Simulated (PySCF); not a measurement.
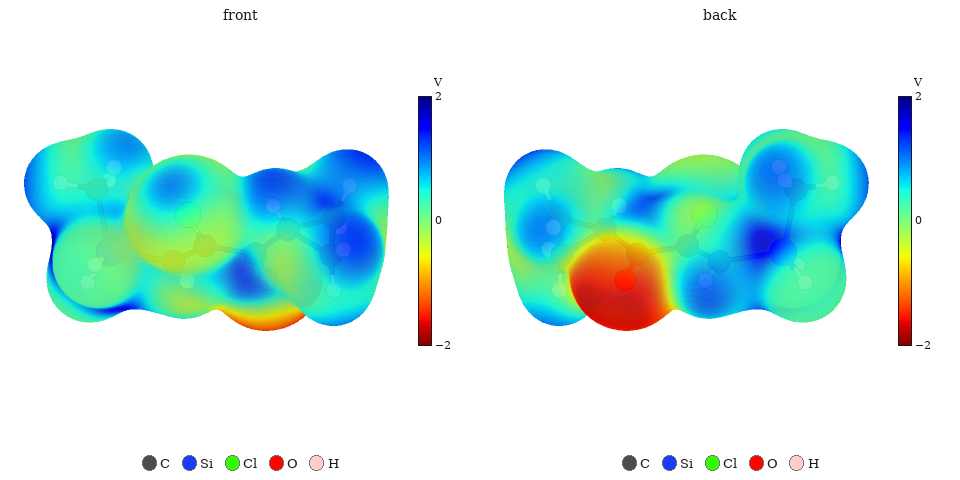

The picture shows: C$_{7}$H$_{11}$ClOSi (SMILES C[SiH2]/C=C(\Cl)C(=O)C1CC1). The electrostatic potential painted on the density surface at 0.004 e/bohr³, seen from the front and from behind; red is negative and blue positive.

Geometry: GFN2-xTB.

Computed with PBE0/pcSseg-1, SCF density, gas phase, non-relativistic in PySCF.

Input

```
{"job": {"kind": "nmr", "xc": "PBE0", "basis": "pcSseg-1"}, "charge": 0, "multiplicity": 1}
C      3.654784    -0.069431     1.254407
Si     3.074236     0.680306    -0.390900
C      1.348406     0.012526    -0.769696
C      0.235768     0.343345    -0.115310
Cl     0.314998     1.487999     1.179383
C     -1.091813    -0.239711    -0.462038
O     -1.198069    -0.917897    -1.464743
C     -2.228393     0.022134     0.442611
C     -3.587731     0.201747    -0.203041
C     -3.293775    -1.050574     0.531296
H      3.681472    -1.154768     1.204337
H      2.995519     0.206549     2.072352
H      4.654154     0.274249     1.503905
H      3.946923     0.257703    -1.491544
H      3.025288     2.143580    -0.316069
H      1.210937    -0.703787    -1.568617
H     -2.018004     0.594732     1.333130
H     -3.613168     0.160606    -1.281287
H     -4.252045     0.929307     0.237127
H     -3.748603    -1.216068     1.495784
H     -3.119803    -1.945605    -0.046449
```

Run with:

```sh
OMP_NUM_THREADS=1 python probes_run.py task.json out
```

**Where is the surface potential most negative and most positive?**

The most negative region (about −1.7 V) lies over O7, the most positive (about +1.7 V) over Si2. Cl5 shows a σ-hole: about +1.0 V at the tip opposite its bond, against about +0.3 V on its flanks. O7 is the likeliest acceptor of a hydrogen bond.

**What dipole moment does the calculation give?**

Its dipole moment is 1.73 D.
